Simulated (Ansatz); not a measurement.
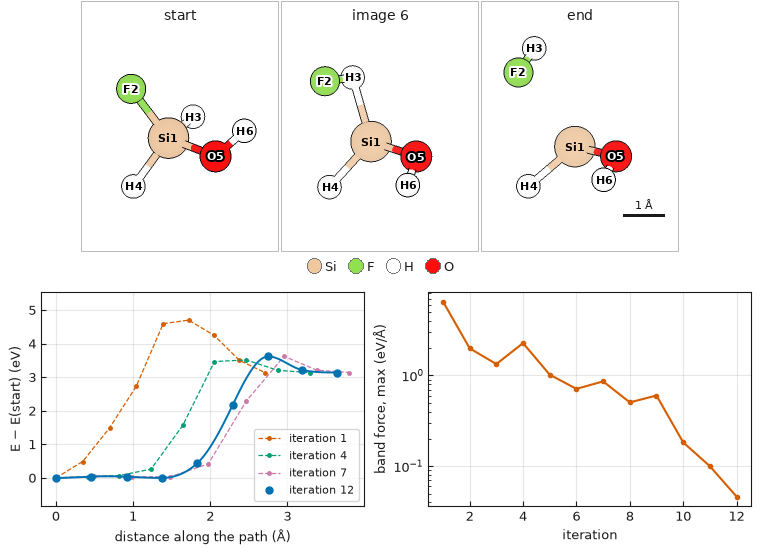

NEB run on SiH3OF. Images are numbered from 0 (start) to 8 (end). The plot follows the band through its iterations. Style: ball-and-stick. Shown at a tilt.

All numbers below come from Ansatz 0.2.0, RKS B3LYP-D4/def2-SVP.

The input:
```yaml
crystal:
  periodic: [false, false, false]
  atoms:
    - { symbol: Si, position_ang: [0.152987, 0.026717, 0.165665] }
    - { symbol: F, position_ang: [0.300223, 0.174389, 1.778608] }
    - { symbol: H, position_ang: [1.509839, -0.309834, -0.338805] }
    - { symbol: H, position_ang: [-0.379546, 1.294119, -0.3775] }
    - { symbol: O, position_ang: [-0.952592, -1.142257, -0.208629] }
    - { symbol: H, position_ang: [-0.737312, -2.059134, 6.2e-05] }
basis:
  gaussian: { orbitals: def2-SVP }
hamiltonian:
  xc: b3lyp
  dispersion: d4
neb:
  order_check: false
  images: 7
  f_tol: 0.05
  max_iterations: 60
  spring: 50.0
  final_atoms:
    - { symbol: Si, position_ang: [-0.01552633, -0.02707691, -0.76057861] }
    - { symbol: F, position_ang: [1.24706413, 0.12363144, 1.38767073] }
    - { symbol: H, position_ang: [2.03204175, 0.01100336, 0.89720829] }
    - { symbol: H, position_ang: [-1.06780062, 0.90292508, -0.11273591] }
    - { symbol: O, position_ang: [-0.74541077, -1.50641607, -0.45840418] }
    - { symbol: H, position_ang: [-1.55676917, -1.52006691, 0.06624067] }
  initial_path:
    images:
      - { positions_ang: [[0.152987, 0.026717, 0.165665], [0.300223, 0.174389, 1.778608], [1.509839, -0.309834, -0.338805], [-0.379546, 1.294119, -0.3775], [-0.952592, -1.142257, -0.208629], [-0.737312, -2.059134, 6.2e-05]] }
      - { positions_ang: [[0.1146248, 0.02058154, 0.12532955], [0.47163303, 0.12817789, 1.70843629], [1.53614832, -0.230637, -0.15757652], [-0.45735721, 1.2694701, -0.40144936], [-0.90911556, -1.19824971, -0.30122708], [-0.86233436, -2.00534282, 0.04588813]] }
      - { positions_ang: [[0.07626259, 0.01444608, 0.0849941], [0.64304306, 0.08196678, 1.63826457], [1.56245764, -0.15144, 0.02365195], [-0.53516843, 1.2448212, -0.42539872], [-0.86563913, -1.25424241, -0.39382517], [-0.98735673, -1.95155164, 0.09171427]] }
      - { positions_ang: [[0.03790039, 0.00831062, 0.04465865], [0.81445308, 0.03575566, 1.56809286], [1.58876696, -0.07224301, 0.20488043], [-0.61297964, 1.2201723, -0.44934809], [-0.82216269, -1.31023512, -0.48642325], [-1.11237909, -1.89776046, 0.1375404]] }
      - { positions_ang: [[-0.00046182, 0.00217516, 0.0043232], [0.98586311, -0.01045545, 1.49792114], [1.61507628, 0.00695399, 0.38610891], [-0.69079086, 1.1955234, -0.47329745], [-0.77868625, -1.36622783, -0.57902134], [-1.23740146, -1.84396928, 0.18336654]] }
      - { positions_ang: [[-0.00422795, -0.00513786, -0.18690225], [1.05116337, 0.02306627, 1.47035854], [1.71931765, 0.00796633, 0.51388375], [-0.7850433, 1.12237382, -0.38315706], [-0.77036738, -1.40127489, -0.54886705], [-1.31724339, -1.76299368, 0.15408507]] }
      - { positions_ang: [[-0.00799408, -0.01245087, -0.3781277], [1.11646362, 0.05658799, 1.44279594], [1.82355902, 0.00897868, 0.6416586], [-0.87929574, 1.04922424, -0.29301668], [-0.76204851, -1.43632195, -0.51871276], [-1.39708531, -1.68201809, 0.1248036]] }
      - { positions_ang: [[-0.0117602, -0.01976389, -0.56935316], [1.18176388, 0.09010972, 1.41523333], [1.92780039, 0.00999102, 0.76943345], [-0.97354818, 0.97607466, -0.20287629], [-0.75372964, -1.47136901, -0.48855847], [-1.47692724, -1.6010425, 0.09552213]] }
      - { positions_ang: [[-0.01552633, -0.02707691, -0.76057861], [1.24706413, 0.12363144, 1.38767073], [2.03204175, 0.01100336, 0.89720829], [-1.06780062, 0.90292508, -0.11273591], [-0.74541077, -1.50641607, -0.45840418], [-1.55676917, -1.52006691, 0.06624067]] }
```

Command:
```bash
ansatz run input.yaml --threads 1 --pin off --max-ram 2048MiB --backend cpu --events-out ev --progress --plain --runs-dir out
```

Q: Judge this run.

A: The run is converged, with reservations. The band converged in 12 iterations. The largest component of the band force went from 6.5 to 0.046 eV/Å. The climbing image converged on the top of the path. Its curvatures weren't checked. The spring constant is far from the usual few eV/Å², which spoils the spacing or the steps. The first iteration put the highest image at 4.70 eV. Forward barrier 3.62 eV, backward barrier 0.48 eV, with image 6 at the top; the reaction energy is +3.14 eV.

The run took 51 s on 1 thread of AMD EPYC 9R45 96-Core Processor (Zen 5), with other jobs on the host, peak memory 0.13 GiB.
